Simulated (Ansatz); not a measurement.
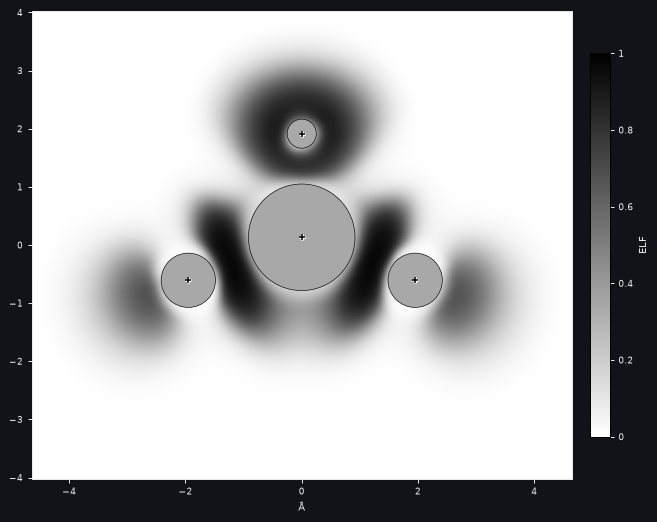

The electron localisation function on a plane through atoms (crosses mark nuclei in the plane; grey discs cover the cores).

Computed with Ansatz, RKS PBE0-D4/def2-TZVPP.

Candidates:
A. BClH6Si2 (SMILES [SiH3]B[SiH2]Cl)
B. C2H3FOSi (SMILES C#CO[SiH2]F)
C. B2FGaH4 (SMILES [BH2][Ga]([BH2])[F])

Which system is this?

Candidate C: B2FGaH4 on the plane of atoms B1, Ga2 and F4, which holds B, Ga and F. Ga–F (1.78 Å): the ELF peaks at about 0.80 in the valence shell of F, 0.5 Å from its nucleus, and is about 0.15 at the midpoint. Ga–B (2.09 Å): the ELF peaks at about 0.95 in the valence shell of B, 0.8 Å from its nucleus, and is about 0.75 at the midpoint.
